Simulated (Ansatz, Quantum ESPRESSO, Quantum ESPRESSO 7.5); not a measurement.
## Work-function anisotropy of Al

Wanted: work functions of Al face by face, under two functionals.

Main program and level: Quantum ESPRESSO 7.5; plane-wave DFT, PBE, PseudoDojo norm-conserving pseudopotentials (geometry and cross-check by Ansatz 0.2.0 with PAW datasets; geometry under PBE).

**Measured values to reproduce.**

For Al (clean single-crystal faces), “Properties of real metallic surfaces: Effects of density functional semilocality and van der Waals nonlocality” (2017, arxiv:1702.08515) quotes earlier work: work function of (111) (clean (111) face) 4.32 eV; work function of (100) (clean (100) face) 4.32 eV; work function of (110) (clean (110) face) 4.23 eV.

This is a report of a sequence of runs, with most program output left out.

## Step 1: The starting structure

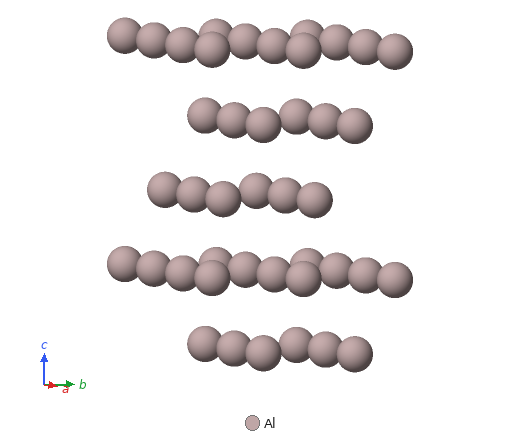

The cell as given, from the side, with the c axis up (aluminium light grey). 3×2×1 cells are drawn. Some periodic images of atoms are drawn too.

The cell holds 5 atoms: 5 Al. Its edges and angles: a = 2.864 Å, b = 2.864 Å, c = 25.353 Å, α = 90.0°, β = 90.0°, γ = 60.0°. It derives from Al. Vacuum lies along c.

## Step 2: Relaxation with Ansatz of (111)

The geometry comes first, from a plane-wave PAW code, so that the later runs on this slab share one structure.

input.yaml reads:

```yaml
crystal:
  lattice:
    - [2.8637824638, 0.0, 0.0]
    - [1.4318912319, 2.4801083646, 0.0]
    - [0.0, 0.0, 25.3530743609]
  atoms:
    - { symbol: Al, position: [0.6666666667, 0.6666666667, 0.315543586] }
    - { symbol: Al, position: [0.0, 0.0, 0.407771793] }
    - { symbol: Al, position: [0.3333333333, 0.3333333333, 0.5] }
    - { symbol: Al, position: [0.6666666667, 0.6666666667, 0.592228207] }
    - { symbol: Al, position: [0.0, 0.0, 0.684456414] }
kpoints:
  mp_grid: { grid: [12, 12, 1] }
hamiltonian:
  xc: pbe
scf:
  occupations: { method: fermi_dirac, width: 0.1 }
  convergence: { dr2_threshold: 1.0e-08 }
efield:
  axis: 3
  dipole_correction: true
  ramp_position: 0.97
  ramp_width: 0.04
relax:
  f_tol: 0.01
  constraints: [{ sites: [2] }]
output:
  write_potential: true
  write_density: true
  volumetric_format: npy
```

Run with:

```console
$ ansatz run input.yaml --threads 2 --pin off --max-ram 4096MiB --backend cpu --events-out ev --progress --plain --runs-dir out
```

Elapsed: 5.4 s, on 2 threads of Intel Xeon Platinum 8375C at 2.90GHz (Ice Lake), shared host; peak memory 0.44 GiB; 9.2 s of CPU time.

Relaxation path:

```
step  energy less that of the first step (eV)  largest force component (eV/Å)
   1                                   0.0000                          0.0775
   2                                  -0.0013                          0.0264
   3                                  -0.0014                          0.0008
```

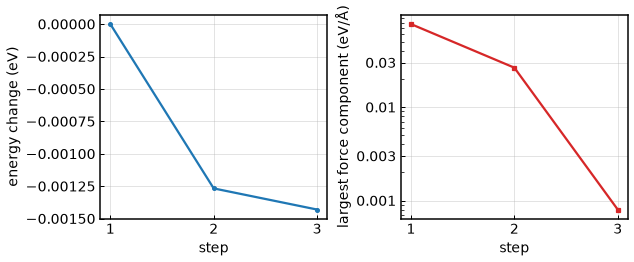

Energy and largest force along the relaxation.

The atoms that moved most (Å):

```
atom     dx     dy      dz  length
 Al5  0.000  0.000   0.014   0.014
 Al1  0.000  0.000  -0.014   0.014
 Al4  0.000  0.000  -0.008   0.008
 Al2  0.000  0.000   0.008   0.008
```

Final coordinates:

```xyz
5
Lattice="2.8638 0.0000 0.0000 1.4319 2.4801 0.0000 0.0000 0.0000 25.3531" Properties=species:S:1:pos:R:3
Al    2.8638    1.6534    7.9864
Al    0.0000    0.0000   10.3466
Al    1.4319    0.8267   12.6765
Al    2.8638    1.6534   15.0064
Al    0.0000    0.0000   17.3667
```

 Held were the atoms numbered 3; the forces quoted are those on the free ones.

Numbers from this step:

| Quantity | Value |
| --- | --- |
| free energy | -2686.8261 eV |
| energy at zero smearing | -2686.7916 eV |
| smearing term TS | 0.06884 eV |
| Fermi energy | 1.469 eV |
| symmetry operations | 6 |
| work function of the upper face | 4.115 eV |
| work function of the lower face | 4.115 eV |
| dipole along the normal | 1.31e-7 e·Å |

## Step 3: SCF with pw.x of (111), PBE

Both faces of the slab are alike, so a plain periodic cell serves and symmetry is kept.

Level of this step: plane-wave DFT, PBE, PseudoDojo norm-conserving pseudopotentials (Quantum ESPRESSO 7.5).

111.pbe.in reads:

```
&control
  prefix = '111.pbe'
  outdir = './out'
  pseudo_dir = './pseudo'
  calculation = 'scf'
  tprnfor = .true.
/
&system
  ibrav = 0
  nat = 5
  ntyp = 1
  ecutwfc = 32
  ecutrho = 128
  occupations = 'smearing'
  smearing = 'mv'
  degauss = 0.02
/
&electrons
  conv_thr = 1e-07
  mixing_beta = 0.4
  electron_maxstep = 120
  mixing_mode = 'local-TF'
/
ATOMIC_SPECIES
  Al  26.9815  Al.dojo-sr-pbe-0.4.1-standard.upf
CELL_PARAMETERS angstrom
  2.86378246382125 0.00000000000000 0.00000000000000
  1.43189123191063 2.48010836458159 0.00000000000000
  0.00000000000000 0.00000000000000 25.35307436090000
ATOMIC_POSITIONS crystal
  Al  0.666666666667 0.666666666667 0.315005920716
  Al  0.000000000000 0.000000000000 0.408102119619
  Al  0.333333333333 0.333333333333 0.500000000000
  Al  0.666666666667 0.666666666667 0.591897842515
  Al  0.000000000000 -0.000000000000 0.684994194925
K_POINTS automatic
  12 12 1 0 0 0
```

Run with:

```console
$ OMP_NUM_THREADS=1 mpirun -n 2 pw.x -nk 2 -in 111.pbe.in > 111.pbe.out
```

Wall time 12 s (2 MPI ranks); peak memory 0.17 GiB; 24 s of CPU time.

Numbers from this step:

- free energy: -314.5856 eV
- Fermi energy: 1.472 eV

## Step 4: Potential by pp.x of (111)

The vacuum level is read from the electrostatic potential (plot_num = 11), averaged over planes.

111.pbe.pot.in reads:

```
&inputpp
  prefix = '111.pbe'
  outdir = './out'
  filplot = '111.pbe.pot.dat'
  plot_num = 11
/
```

Run with:

```console
$ OMP_NUM_THREADS=1 mpirun -n 2 pp.x -in 111.pbe.pot.in > 111.pbe.pot.out
```

Run time: 1.1 s. Hardware: 2 MPI ranks; peak memory 0.09 GiB; 1.9 s of CPU time.

Read from the output:

```
work function of the upper face                                       : 4.104 eV
slope of the potential above                                          : 1.56e-4 eV/Å
upper vacuum line continued to the top atoms, over the Fermi level    : 4.103 eV
work function of the lower face                                       : 4.104 eV
slope of the potential below                                          : -1.86e-4 eV/Å
lower vacuum line continued to the bottom atoms, over the Fermi level : 4.103 eV
```

The potential energy, planar mean oscillates, so the rows of the table below give means over windows of 2.39 Å about each position, cut where the curve ends. Its maxima inside the range that stand out by 2 % of the span (Å: eV): 9.2: -0.385, 11.5: -0.548, 13.8: -0.548, 16.2: -0.385. Its minima: 8.0: -14.7, 10.3: -14.6, 12.7: -14.8, 15.1: -14.6, 17.3: -14.7.

Electrostatic potential energy of an electron; zero at the Fermi level. Potential energy, planar mean against z; means over each step:

```
z (Å)  potential energy, planar mean (eV)
 1.20                                4.10
 3.58                                4.10
 5.97                                2.98
 8.36                               -6.70
10.75                               -6.80
13.14                               -6.83
15.53                               -6.76
17.92                               -5.45
20.31                                3.99
22.70                                4.10
25.09                                4.10
```

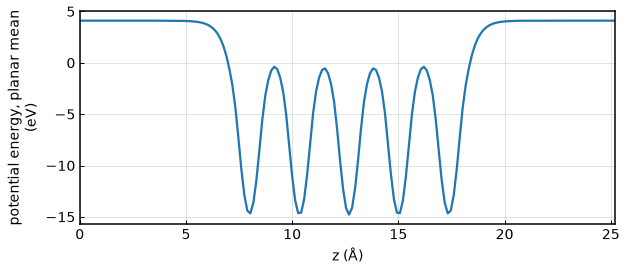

Potential energy, planar mean, plotted against z.

## Step 5: Ground state of (111), LDA

The same atoms under a second functional.

Level of this step: plane-wave DFT, LDA, PseudoDojo norm-conserving pseudopotentials (Quantum ESPRESSO 7.5).

111.lda.in, as its differences from the input of step 3:

```diff
@@ -1,3 +1,3 @@
 &control
-  prefix = '111.pbe'
+  prefix = '111.lda'
   outdir = './out'
@@ -24,3 +24,3 @@
 ATOMIC_SPECIES
-  Al  26.9815  Al.dojo-sr-pbe-0.4.1-standard.upf
+  Al  26.9815  Al.dojo-sr-lda-0.4.1-standard.upf
 CELL_PARAMETERS angstrom
```

Run with:

```console
$ OMP_NUM_THREADS=1 mpirun -n 2 pw.x -nk 2 -in 111.lda.in > 111.lda.out
```

It took 12 s on 2 MPI ranks; peak memory 0.17 GiB; 24 s of CPU time.

This step gave:

```
free energy  : -320.5916 eV
Fermi energy : 1.292 eV
```

## Step 6: Electrostatic potential of (111)

111.lda.pot.in reads:

```
&inputpp
  prefix = '111.lda'
  outdir = './out'
  filplot = '111.lda.pot.dat'
  plot_num = 11
/
```

Run with:

```console
$ OMP_NUM_THREADS=1 mpirun -n 2 pp.x -in 111.lda.pot.in > 111.lda.pot.out
```

It took 1.2 s on 2 MPI ranks; peak memory 0.1 GiB; 2 s of CPU time.

This step gave:

| Property | Result |
| --- | --- |
| work function of the upper face | 4.266 eV |
| slope of the potential above | 2.99e-4 eV/Å |
| upper vacuum line continued to the top atoms, over the Fermi level | 4.265 eV |
| work function of the lower face | 4.266 eV |
| slope of the potential below | -2.24e-4 eV/Å |
| lower vacuum line continued to the bottom atoms, over the Fermi level | 4.265 eV |

On (111) the work function under LDA lies +0.16 eV from PBE's.

## Step 7: Relaxation with Ansatz of (100)

Level of this step: plane-wave DFT, PBE, Ansatz PAW (Ansatz 0.2.0).

input.yaml, the sections that differ from step 2:

```yaml
crystal:
  lattice:
    - [2.8637824638, 0.0, 0.0]
    - [0.0, 2.8637824638, 0.0]
    - [0.0, 0.0, 24.1]
  atoms:
    - { symbol: Al, position: [0.0, 0.0, 0.3319502075] }
    - { symbol: Al, position: [0.5, 0.5, 0.4159751037] }
    - { symbol: Al, position: [0.0, 0.0, 0.5] }
    - { symbol: Al, position: [0.5, 0.5, 0.5840248963] }
    - { symbol: Al, position: [0.0, 0.0, 0.6680497925] }
kpoints:
  mp_grid: { grid: [10, 10, 1] }
# hamiltonian, scf, efield, relax, output: as in step 2
```

Run with:

```console
$ ansatz run input.yaml --threads 2 --pin off --max-ram 4096MiB --backend cpu --events-out ev --progress --plain --runs-dir out
```

Wall time 7.2 s (2 threads); peak memory 0.42 GiB; 14 s of CPU time.

Step by step:

```
step  energy less that of the first step (eV)  largest force component (eV/Å)
   1                                   0.0000                          0.1042
   2                                  -0.0138                          0.0458
   3                                  -0.0151                          0.0103
   4                                  -0.0151                          0.0006
```

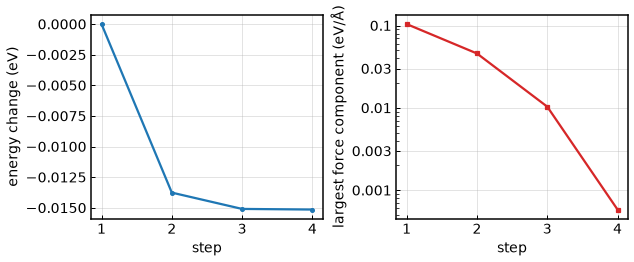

Energy and largest force along the relaxation.

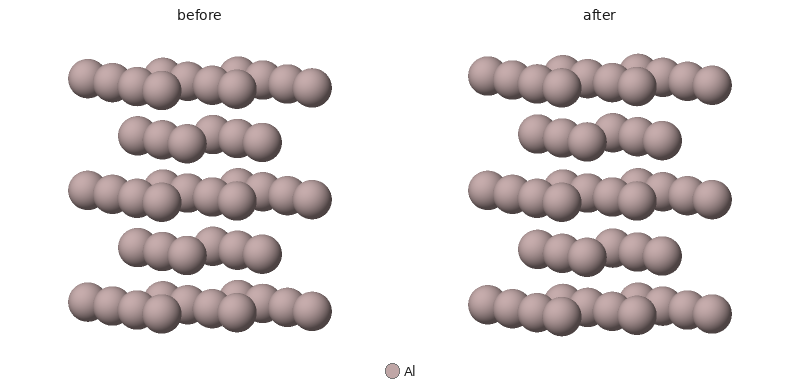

Before and after, at one scale.

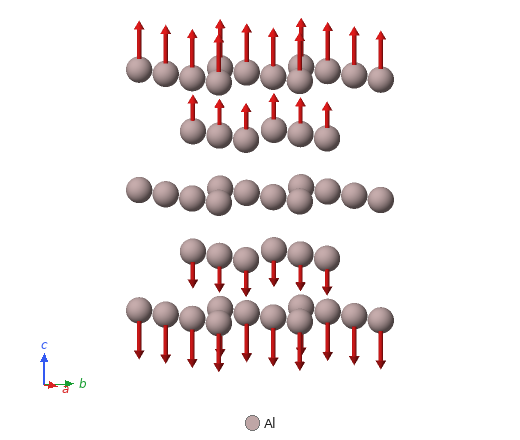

Displacements in the relaxation, exaggerated; the longest in the cell stands for 0.10 Å. 3×2×1 cells are drawn. Some periodic images of atoms are drawn too.

The atoms that moved most (Å):

```
atom     dx     dy      dz  length
 Al5  0.000  0.000   0.096   0.096
 Al1  0.000  0.000  -0.096   0.096
 Al4  0.000  0.000   0.066   0.066
 Al2  0.000  0.000  -0.066   0.066
```

The relaxed structure:

```cif
data_structure
_symmetry_space_group_name_H-M 'P 1'
_symmetry_Int_Tables_number 1
_cell_length_a 2.8638
_cell_length_b 2.8638
_cell_length_c 24.1000
_cell_angle_alpha 90.000
_cell_angle_beta 90.000
_cell_angle_gamma 90.000
_cell_volume 197.65
loop_
_atom_site_label
_atom_site_type_symbol
_atom_site_fract_x
_atom_site_fract_y
_atom_site_fract_z
_atom_site_occupancy
Al1 Al 0.00000 0.00000 0.32796 1
Al2 Al 0.50000 0.50000 0.41324 1
Al3 Al 0.00000 0.00000 0.50000 1
Al4 Al 0.50000 0.50000 0.58676 1
Al5 Al 0.00000 0.00000 0.67204 1
```

The relaxation lowers the energy by 3 meV an atom. Held were the atoms numbered 3; the forces quoted are those on the free ones.

Read from the output:

| Property | Result |
| --- | --- |
| free energy | -2686.5834 eV |
| energy at zero smearing | -2686.5456 eV |
| smearing term TS | 0.07562 eV |
| Fermi energy | 0.9479 eV |
| symmetry operations | 8 |
| work function of the upper face | 4.238 eV |
| work function of the lower face | 4.238 eV |
| dipole along the normal | 2.23e-7 e·Å |

## Step 8: Ground state of (100), PBE

Level of this step: plane-wave DFT, PBE, PseudoDojo norm-conserving pseudopotentials (Quantum ESPRESSO 7.5).

100.pbe.in reads:

```
&control
  prefix = '100.pbe'
  outdir = './out'
  pseudo_dir = './pseudo'
  calculation = 'scf'
  tprnfor = .true.
/
&system
  ibrav = 0
  nat = 5
  ntyp = 1
  ecutwfc = 32
  ecutrho = 128
  occupations = 'smearing'
  smearing = 'mv'
  degauss = 0.02
/
&electrons
  conv_thr = 1e-07
  mixing_beta = 0.4
  electron_maxstep = 120
  mixing_mode = 'local-TF'
/
ATOMIC_SPECIES
  Al  26.9815  Al.dojo-sr-pbe-0.4.1-standard.upf
CELL_PARAMETERS angstrom
  2.86378246380000 0.00000000000000 0.00000000000000
  0.00000000000000 2.86378246380000 0.00000000000000
  0.00000000000000 0.00000000000000 24.10000000000000
ATOMIC_POSITIONS crystal
  Al  -0.000000000000 0.000000000000 0.327955496298
  Al  0.500000000000 0.500000000000 0.413243867320
  Al  0.000000000000 0.000000000000 0.500000000000
  Al  0.500000000000 0.500000000000 0.586756133931
  Al  -0.000000000000 0.000000000000 0.672044507030
K_POINTS automatic
  10 10 1 0 0 0
```

Run with:

```console
$ OMP_NUM_THREADS=1 mpirun -n 2 pw.x -nk 2 -in 100.pbe.in > 100.pbe.out
```

Wall time 11 s (2 MPI ranks); peak memory 0.18 GiB; 21 s of CPU time.

Numbers from this step:

```
free energy  : -314.3413 eV
Fermi energy : 0.9609 eV
```

## Step 9: Electrostatic potential of (100)

100.pbe.pot.in reads:

```
&inputpp
  prefix = '100.pbe'
  outdir = './out'
  filplot = '100.pbe.pot.dat'
  plot_num = 11
/
```

Run with:

```console
$ OMP_NUM_THREADS=1 mpirun -n 2 pp.x -in 100.pbe.pot.in > 100.pbe.pot.out
```

It took 1.1 s on 2 MPI ranks; peak memory 0.1 GiB.

Numbers from this step:

| Item | Value |
| --- | --- |
| work function of the upper face | 4.224 eV |
| slope of the potential above | 4.81e-5 eV/Å |
| upper vacuum line continued to the top atoms, over the Fermi level | 4.224 eV |
| work function of the lower face | 4.224 eV |
| slope of the potential below | -1.20e-4 eV/Å |
| lower vacuum line continued to the bottom atoms, over the Fermi level | 4.224 eV |

The potential energy, planar mean oscillates, so the rows of the table below give means over windows of 2.01 Å about each position, cut where the curve ends. Its maxima inside the range that stand out by 2 % of the span (Å: eV): 9.0: -1.90, 11.0: -1.69, 13.1: -1.69, 15.1: -1.90. Its minima: 7.9: -12.3, 9.9: -12.5, 12.1: -12.7, 14.2: -12.5, 16.2: -12.3.

Electrostatic potential energy of an electron; zero at the Fermi level. Table of potential energy, planar mean by z; means over each step:

```
z (Å)  potential energy, planar mean (eV)
 1.00                                4.22
 3.01                                4.22
 5.02                                4.14
 7.03                               -2.74
 9.04                               -6.67
11.05                               -6.50
13.06                               -6.50
15.07                               -6.67
17.08                               -2.59
19.09                                4.14
21.10                                4.22
23.11                                4.22
```

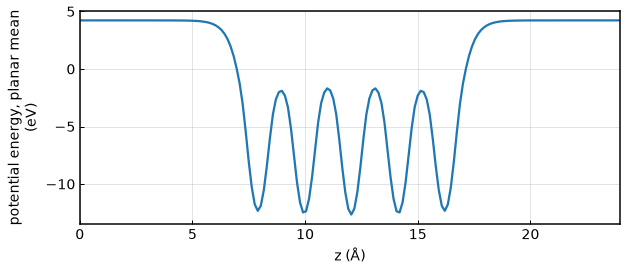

Potential energy, planar mean, plotted against z.

## Step 10: Self-consistent run of (100), LDA

Level of this step: plane-wave DFT, LDA, PseudoDojo norm-conserving pseudopotentials (Quantum ESPRESSO 7.5).

100.lda.in, as its differences from the input of step 8:

```diff
@@ -1,3 +1,3 @@
 &control
-  prefix = '100.pbe'
+  prefix = '100.lda'
   outdir = './out'
@@ -24,3 +24,3 @@
 ATOMIC_SPECIES
-  Al  26.9815  Al.dojo-sr-pbe-0.4.1-standard.upf
+  Al  26.9815  Al.dojo-sr-lda-0.4.1-standard.upf
 CELL_PARAMETERS angstrom
```

Run with:

```console
$ OMP_NUM_THREADS=1 mpirun -n 2 pw.x -nk 2 -in 100.lda.in > 100.lda.out
```

Run time: 11 s. Hardware: 2 MPI ranks; peak memory 0.17 GiB; 21 s of CPU time.

Read from the output:

| Item | Value |
| --- | --- |
| free energy | -320.2960 eV |
| Fermi energy | 0.7895 eV |

## Step 11: Potential by pp.x of (100)

100.lda.pot.in reads:

```
&inputpp
  prefix = '100.lda'
  outdir = './out'
  filplot = '100.lda.pot.dat'
  plot_num = 11
/
```

Run with:

```console
$ OMP_NUM_THREADS=1 mpirun -n 2 pp.x -in 100.lda.pot.in > 100.lda.pot.out
```

The job ended after 1.1 s (2 MPI ranks; peak memory 0.1 GiB).

Read from the output:

| Item | Value |
| --- | --- |
| work function of the upper face | 4.366 eV |
| slope of the potential above | 1.90e-4 eV/Å |
| upper vacuum line continued to the top atoms, over the Fermi level | 4.365 eV |
| work function of the lower face | 4.366 eV |
| slope of the potential below | -1.33e-4 eV/Å |
| lower vacuum line continued to the bottom atoms, over the Fermi level | 4.366 eV |

On (100) the work function under LDA lies +0.14 eV from PBE's.

## Step 12: Relaxation with Ansatz of (110)

Level of this step: plane-wave DFT, PBE, Ansatz PAW (Ansatz 0.2.0).

System of this step: Al(110), 7 layers. The cell holds 7 atoms: 7 Al. Cell: a = 4.050 Å, b = 2.864 Å, c = 24.591 Å, α = 90.0°, β = 90.0°, γ = 90.0°. It derives from Al. Vacuum lies along c.

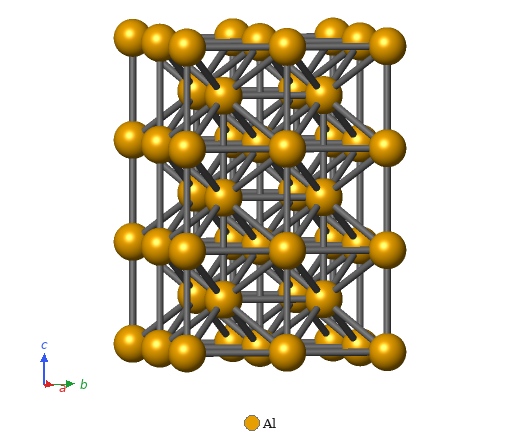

The cell of this step (aluminium orange). 2×2×1 cells are drawn. Some periodic images of atoms are drawn too.

input.yaml, the sections that differ from step 7:

```yaml
crystal:
  lattice:
    - [4.05, 0.0, 0.0]
    - [0.0, 2.8637824638, 0.0]
    - [0.0, 0.0, 24.5913473914]
  atoms:
    - { symbol: Al, position: [0.0, 0.0, 0.3253176767] }
    - { symbol: Al, position: [0.5, 0.5, 0.3835451178] }
    - { symbol: Al, position: [0.0, 0.0, 0.4417725589] }
    - { symbol: Al, position: [0.5, 0.5, 0.5] }
    - { symbol: Al, position: [0.0, 0.0, 0.5582274411] }
    - { symbol: Al, position: [0.5, 0.5, 0.6164548822] }
    - { symbol: Al, position: [0.0, 0.0, 0.6746823233] }
kpoints:
  mp_grid: { grid: [8, 10, 1] }
relax:
  f_tol: 0.01
  constraints: [{ sites: [2, 3, 4] }]
# hamiltonian, scf, efield, output: as in step 7
```

Run with:

```console
$ ansatz run input.yaml --threads 2 --pin off --max-ram 4096MiB --backend cpu --events-out ev --progress --plain --runs-dir out
```

Elapsed: 15 s, on 2 threads; peak memory 0.57 GiB; 30 s of CPU time.

Step by step:

```
step  energy less that of the first step (eV)  largest force component (eV/Å)
   1                                   0.0000                          0.2795
   2                                  -0.0379                          0.0532
   3                                  -0.0392                          0.0093
```

Forces are held to the 4 operations that the run works with; a distortion that breaks them can't arise in this run.

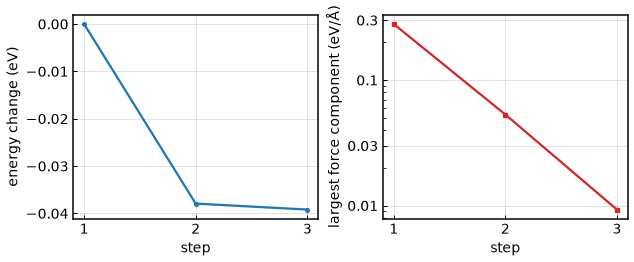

Energy and largest force along the relaxation.

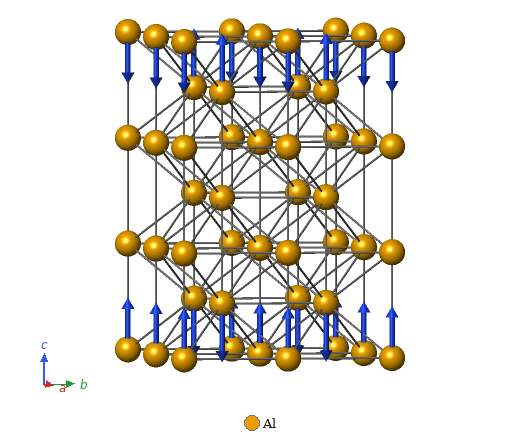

Displacements in the relaxation, exaggerated; the longest in the cell stands for 0.08 Å. 2×2×1 cells are drawn. Some periodic images of atoms are drawn too.

The atoms that moved most (Å):

```
atom     dx     dy      dz  length
 Al2  0.000  0.000  -0.076   0.076
 Al6  0.000  0.000   0.076   0.076
 Al1  0.000  0.000   0.065   0.065
 Al7  0.000  0.000  -0.065   0.065
```

Final coordinates:

```cif
data_structure
_symmetry_space_group_name_H-M 'P 1'
_symmetry_Int_Tables_number 1
_cell_length_a 4.0500
_cell_length_b 2.8638
_cell_length_c 24.5913
_cell_angle_alpha 90.000
_cell_angle_beta 90.000
_cell_angle_gamma 90.000
_cell_volume 285.22
loop_
_atom_site_label
_atom_site_type_symbol
_atom_site_fract_x
_atom_site_fract_y
_atom_site_fract_z
_atom_site_occupancy
Al1 Al 0.00000 0.00000 0.32795 1
Al2 Al 0.50000 0.50000 0.38046 1
Al3 Al 0.00000 0.00000 0.44177 1
Al4 Al 0.50000 0.50000 0.50000 1
Al5 Al 0.00000 0.00000 0.55823 1
Al6 Al 0.50000 0.50000 0.61954 1
Al7 Al 0.00000 0.00000 0.67205 1
```

The relaxation lowers the energy by 6 meV an atom. Held were the atoms numbered 3, 4 and 5; the forces quoted are those on the free ones.

Read from the output:

```
free energy                     : -3761.1036 eV
energy at zero smearing         : -3761.0483 eV
smearing term TS                : 0.1105 eV
Fermi energy                    : 0.8729 eV
symmetry operations             : 4
work function of the upper face : 4.043 eV
work function of the lower face : 4.043 eV
dipole along the normal         : 1.21e-7 e·Å
```

(Continued in part 2 of 2.)

[Logs are printed without paths, hosts, clocks, repeated set-up lines and the standing remarks that a program may print on its own settings, such as how far it seeks lower states.]

[Hosts, paths, dates, database ids (printed as entryN), source tags and the programs' standing remarks are cut or masked in the printed files.]

[Maps of the electrostatic potential energy from Ansatz leave out the sawtooth potential of an applied field or a dipole correction, so their vacuum need not be flat; planar profiles and work functions include it.]
